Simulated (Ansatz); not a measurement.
The relaxed structure here is a generated cell of CeO2: the first start was made by a random draw of sites in a space group, and the end was not matched to a known phase here, so it may be hypothetical. Known forms of CeO2 include space group No. 225.

One stationary structure of CeO2. Method: r2SCAN (plane waves to 500 eV, PAW, scalar-relativistic; Ansatz, a quantum-chemistry and plane-wave program).

P4/mmm (No. 123), tP3; a = b = 3.4359 Å, c = 4.1480 Å, α = β = γ = 90.00°.

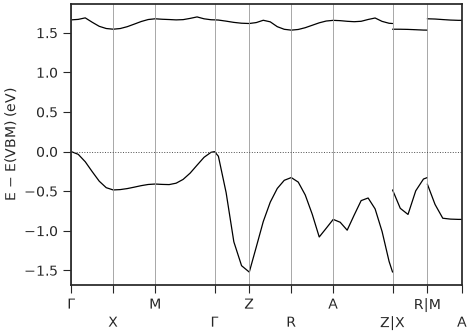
*Highest filled and lowest empty band along the path of this cell's Brillouin zone*

Question: Read off the gap and say whether it is direct.

Answer: 1.53 eV, indirect (valence top at Γ, conduction bottom at R) (no spin-orbit coupling).

Question: How far does the top valence band disperse along this path?

Answer: About 1.5 eV.

No spin polarisation in the result: the starting moments vanished. No Hubbard U is applied. The f-shell occupation is the one the SCF fell into and was not checked against other states.

The run could not lower the symmetry of its start; a shaken copy of this end point relaxes with r2SCAN to P6₃mc (No. 186), 0.345 eV/atom lower.
